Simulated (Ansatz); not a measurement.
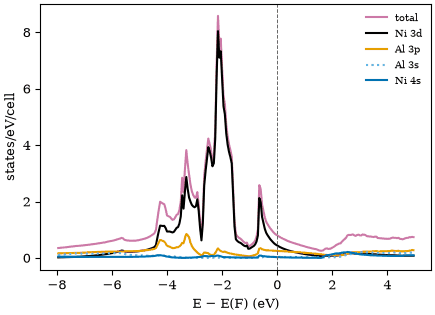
Total and projected density of states of AlNi (CsCl type, Pm-3m), plane-wave PAW r²SCAN (Ansatz code)

**Question.** Which orbitals carry the states next to the Fermi level?

**Answer.** Within 0.5 eV of the Fermi level: Ni 3d 59 %, Al 3p 28 %. Projections are on Löwdin-orthogonalised atomic valence shells; empty p or d shells of many metals are not among them.

**Question.** Where is the tallest occupied peak in this window, and what makes it?

**Answer.** Near -2.1 eV, about 8.6 states/eV per cell; the largest projected share is Ni 3d.

The r²SCAN relaxation kept the symmetry of its start. The workflow began spin-polarised and lost its moments.

Potentials: the earlier of the program's two PAW sets.
